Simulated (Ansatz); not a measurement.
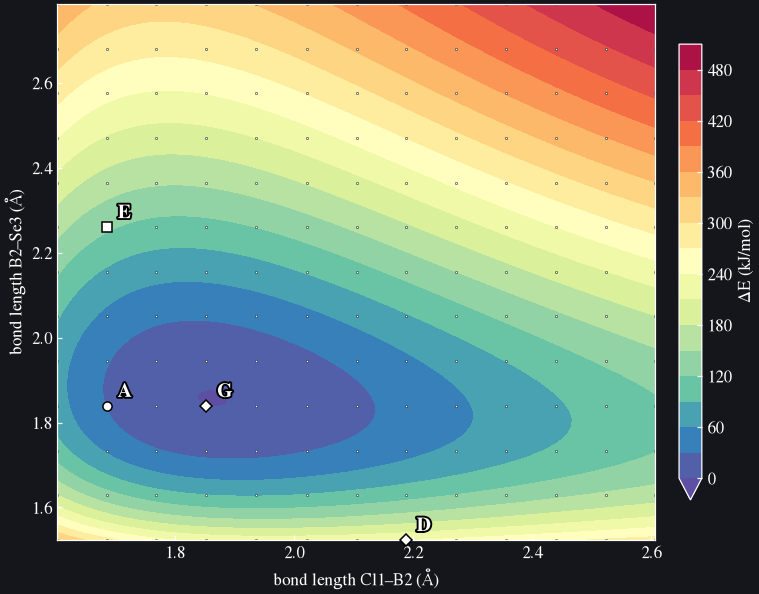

BClHSe, SMILES ClB[Se-], charge −1. First axis: bond length Cl1–B2. Second axis: bond length B2–Se3. Nothing is relaxed (all other coordinates rigid). Grid: 13 × 13 points. Energies are in kJ/mol, from the lowest grid point. The reference is spin-restricted, which grows unreliable where a bond is stretched far. Computed with RKS wB97X-V/def2-SVPD in Ansatz 0.2.0.

The picture shows filled contours, dots at the grid points, lettered points. Between grid points the surface is interpolated.

Q: Rank the lettered points by energy, lowest first.

A: G (0 kJ/mol), A (29 kJ/mol), E (124 kJ/mol), D (238 kJ/mol).

Q: What kind of point is each of A, E, G: minimum, saddle, maximum or slope?

A: A: on a slope; E: on a slope; G: minimum. (In these two coordinates alone; a stationary point may lie a little off the grid point.)
